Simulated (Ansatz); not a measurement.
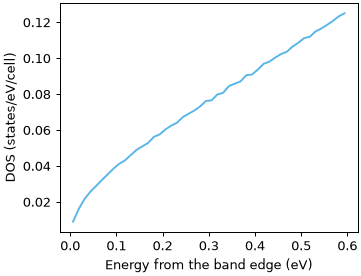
Density of states of KCl (Fm-3m) above the conduction band minimum, PBEsol, rigid bands run with Ansatz (a program for electronic structure); cell volume 60.8 Å³.

Question: What effective density of states at 300 K does this give (∫ g(E) exp(−E/k_BT) dE, both spins, divided by the cell's size)?

Answer: 7.4e18 cm⁻³, a density-of-states mass of 0.44 mₑ, valleys and band degeneracy included.

Spin-orbit coupling is left out. Geometry: cell and atoms relaxed with PBEsol.
